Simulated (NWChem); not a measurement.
**GaHSCl (SMILES [SH][Ga][Cl]): levels of theory compared**

Aim: a comparison of 3 runs (UHF/3-21G, UB3LYP/6-31G*) of GaHSCl. 

The calculation is run with NWChem 7.3.0.

1 further run of the same task is left out (it didn't finish).

## 1. The molecule

GaHSCl has 4 atoms, charge 0, and is taken as a doublet. SMILES: `[SH][Ga][Cl]`. Geometry: relaxed at PBE0-D4/def2-TZVP.

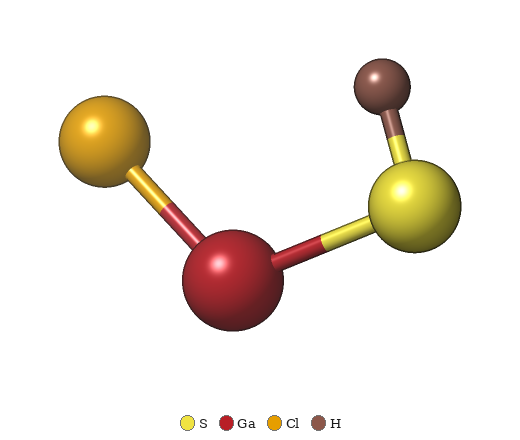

The structure, seen from a chosen angle (sulfur yellow, gallium red, chlorine amber, hydrogen brown).

## 2. Energy and forces at UHF/3-21G (run 1)

a.nw

```
start a
title "ClGaHS hf"
memory 2200 mb

geometry noautosym nocenter noautoz
  S     -1.045400     0.685400    -0.952900
  Ga     0.031200    -1.171000    -0.334800
  Cl     1.459900    -0.975000     1.287000
  H     -0.390100     1.400400    -0.019500
end

basis spherical bse
  * library 3-21G
end

scf
  nopen 1
  uhf
  thresh 1e-08
  maxiter 80
  print low
end

task scf gradient
```

The run is started by

```console
$ nwchem a.nw > a.out
```

The program printed:

```text
[...]
  functions       =    50
[...]
  wavefunction    = UHF
[...]
         Total SCF energy =  -2767.351786802696
      One electron energy =  -4452.725762805910
      Two electron energy =   1385.661975357303
 Nuclear repulsion energy =    299.712000645910
                       Sz =      0.5000
                 Sz(Sz+1) =      0.7500
                      S^2 =      0.7558
[...]
                         UHF ENERGY GRADIENTS
    atom               coordinates                        gradient
                 x          y          z           x          y          z
   1 S      -1.975520   1.295218  -1.800720    0.005194  -0.010527   0.002502
   2 Ga      0.058959  -2.212869  -0.632680    0.008735   0.025121   0.017135
   3 Cl      2.758811  -1.842483   2.432077   -0.015910  -0.003169  -0.018361
   4 H      -0.737182   2.646372  -0.036850    0.001982  -0.011425  -0.001276
 Task  times  cpu:        3.0s     wall:        3.0s
 Total times  cpu:        3.0s     wall:        3.0s
```

Wall time 3.6 s (1 thread of AMD EPYC 9R45 (Zen 5), shared host); peak memory 0.1 GiB.

## 3. Energy and forces at UB3LYP/6-31G(d) (spherical functions) (run 2)

mymol.nw

```
start mymol
memory total 2200 mb

geometry units angstrom noautosym nocenter noautoz
S       -1.045400       0.685400      -0.952900
Ga       0.031200      -1.171000      -0.334800
Cl       1.459900      -0.975000       1.287000
H       -0.390100       1.400400      -0.019500
end

basis spherical bse
* library 6-31G*
end

dft
xc b3lyp
mult 2
grid xfine
convergence energy 1e-08
maxiter 100
mulliken
noprint "final vectors analysis"
end

task dft gradient
```

The run is started by

```console
$ nwchem mymol.nw > mymol.out
```

The program printed:

```text
[...]
          Wavefunction type:  spin polarized.
          No. of atoms     :     4
          No. of electrons :    65
[...]
          Charge           :     0
          Spin multiplicity:     2
[...]
          AO basis - number of functions:    70
[...]
              XC Information
              --------------
                         B3LYP Method XC Potential
                     Hartree-Fock (Exact) Exchange  0.200
                        Slater Exchange Functional  0.800 local
                    Becke 1988 Exchange Functional  0.720 non-local
              Lee-Yang-Parr Correlation Functional  0.810
                  VWN I RPA Correlation Functional  0.190 local
[...]
 d= 0,ls=0.0,diis     1  -2783.6088795149 -3.08D+03  1.21D-02  8.71D-02     1.7
[...]
 d= 0,ls=0.0,diis    11  -2783.6686027406 -2.22D-09  3.55D-07  1.79D-10    14.2
[...]
         Total DFT energy =    -2783.668602740578
      One electron energy =    -4466.570505991737
           Coulomb energy =     1512.646404390883
    Exchange-Corr. energy =     -129.456501785633
 Nuclear repulsion energy =      299.712000645910
[...]
      <S2> =      0.7526 (Exact =     0.7500)
[...]
  wavefunction    = open shell
                         DFT ENERGY GRADIENTS
    atom               coordinates                        gradient
                 x          y          z           x          y          z
   1 S      -1.975520   1.295218  -1.800720    0.005942  -0.005382   0.004875
   2 Ga      0.058959  -2.212869  -0.632680    0.002551   0.008995   0.005505
   3 Cl      2.758811  -1.842483   2.432077   -0.006971  -0.000846  -0.007882
   4 H      -0.737182   2.646372  -0.036850   -0.001522  -0.002767  -0.002498
[...]
```

Wall time 22 s (1 thread of AMD EPYC 9R45 (Zen 5), shared host); peak memory 0.13 GiB.

## 4. Energy and gradient at UB3LYP/6-31G(d) (Cartesian functions) (run 3)

mymol.nw

```
start mymol
memory 2200 mb

geometry units angstrom noautosym nocenter noautoz
  S       -1.045400       0.685400      -0.952900
  Ga       0.031200      -1.171000      -0.334800
  Cl       1.459900      -0.975000       1.287000
  H       -0.390100       1.400400      -0.019500
end

basis cartesian
  * library 6-31G*
end

dft
  xc b3lyp
  mult 2
  grid xfine
  convergence energy 1e-08
  maxiter 100
  mulliken
end

task dft gradient
```

The run is started by

```console
$ nwchem mymol.nw > mymol.out
```

The program printed:

```text
[...]
          Wavefunction type:  spin polarized.
          No. of atoms     :     4
          No. of electrons :    65
[...]
          Charge           :     0
          Spin multiplicity:     2
[...]
          AO basis - number of functions:    75
[...]
              XC Information
              --------------
                         B3LYP Method XC Potential
                     Hartree-Fock (Exact) Exchange  0.200
                        Slater Exchange Functional  0.800 local
                    Becke 1988 Exchange Functional  0.720 non-local
              Lee-Yang-Parr Correlation Functional  0.810
                  VWN I RPA Correlation Functional  0.190 local
[...]
 d= 0,ls=0.0,diis     1  -2783.6148410289 -3.08D+03  1.23D-02  2.60D-01     1.8
[...]
 d= 0,ls=0.0,diis    11  -2783.6789656506 -3.34D-09  6.41D-07  9.42D-10    14.9
[...]
         Total DFT energy =    -2783.678965650562
      One electron energy =    -4466.529747216309
           Coulomb energy =     1512.553659191635
    Exchange-Corr. energy =     -129.414878271798
 Nuclear repulsion energy =      299.712000645910
[...]
      <S2> =      0.7526 (Exact =     0.7500)
[...]
  wavefunction    = open shell
                         DFT ENERGY GRADIENTS
    atom               coordinates                        gradient
                 x          y          z           x          y          z
   1 S      -1.975520   1.295218  -1.800720    0.005827  -0.005243   0.004792
   2 Ga      0.058959  -2.212869  -0.632680    0.002587   0.008899   0.005516
   3 Cl      2.758811  -1.842483   2.432077   -0.006936  -0.000826  -0.007838
   4 H      -0.737182   2.646372  -0.036850   -0.001479  -0.002829  -0.002470
[...]
```

Run time: 22 s. Hardware: 1 thread of AMD EPYC 9R45 (Zen 5), shared host; peak memory 0.13 GiB.

## 5. All runs side by side

```
run                                level  iteration cap  module   energy (Eh)   ⟨S²⟩  largest force (eV/Å)  wall time
  1                            UHF/3-21G             80     scf  -2767.351787  0.756                 1.627      3.6 s
  2  UB3LYP/6-31G* (spherical functions)            100     dft  -2783.668603  0.753                 0.558       22 s
  3  UB3LYP/6-31G* (Cartesian functions)            100     dft  -2783.678966  0.753                 0.555       22 s
```

## 6. Outcome

| quantity | value |
| --- | --- |
| run 3: total energy | -2783.67897 Eh |
| run 3: dipole moment | 0.88 D |
| run 3: HOMO energy (highest over α and β) | -6.46 eV |
| run 3: LUMO energy (lowest over α and β) | -4.12 eV |
| run 3: ⟨S²⟩ | 0.753 |
| run 3: largest force on an atom | 0.555 eV/Å |

All runs together took 48 s, the longest 22 s.
